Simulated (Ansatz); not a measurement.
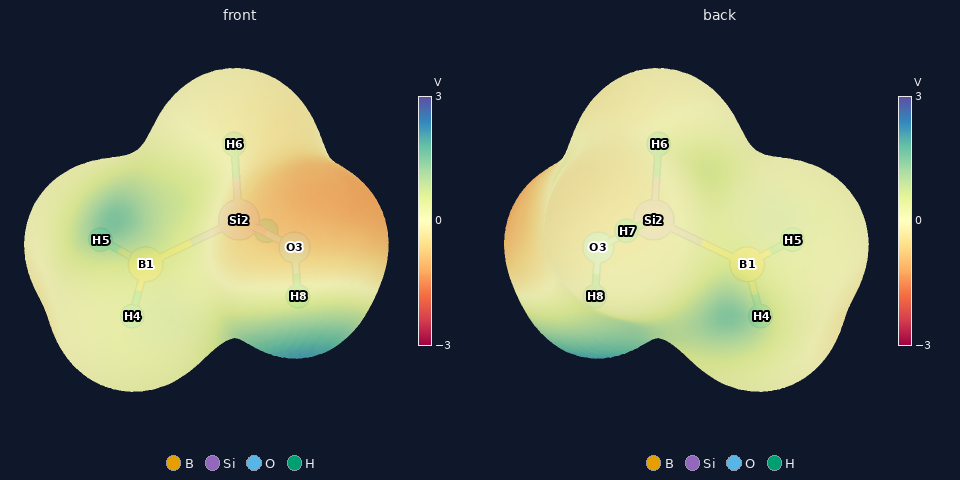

The picture shows: BH5OSi (SMILES B[SiH2]O). The electrostatic potential painted on the density surface at 0.001 e/bohr³, seen from the front and from behind; red is negative and blue positive.

Geometry: PBE0-D4/def2-TZVP.

The calculation used Ansatz 0.2.0, RKS PBE0-D4/def2-TZVPP.

Input

```
crystal:
  periodic: [false, false, false]
  atoms:
    - {symbol: B, position_ang: [-0.931926, 0.607171, -0.805092]}
    - {symbol: Si, position_ang: [0.619727, 0.066430, 0.343604]}
    - {symbol: O, position_ang: [0.419822, -1.306655, 1.245127]}
    - {symbol: H, position_ang: [-1.863189, -0.104347, -1.050525]}
    - {symbol: H, position_ang: [-0.922741, 1.686233, -1.324195]}
    - {symbol: H, position_ang: [0.965216, 1.126496, 1.326429]}
    - {symbol: H, position_ang: [1.776714, -0.067963, -0.600864]}
    - {symbol: H, position_ang: [0.028478, -2.064466, 0.809717]}
basis:
  gaussian: {orbitals: def2-TZVPP}
hamiltonian: {xc: pbe0, dispersion: d4}
output: {orbitals: {seedname: orbitals}}
```

Run with:

```sh
ansatz run in.yaml --threads 2 --pin off --events-out ev --progress --plain --max-ram 4352MiB
```

Which sites attract a positive test charge, and which a negative one?

Answer. A positive charge is drawn to the negative regions and a negative charge to the positive ones. The most negative region (about −1.2 V, or −28 kcal/mol for a unit charge) lies over O3, the most positive (about +2.1 V, or +48 kcal/mol for a unit charge) over H8. O3 is the likeliest acceptor of a hydrogen bond.
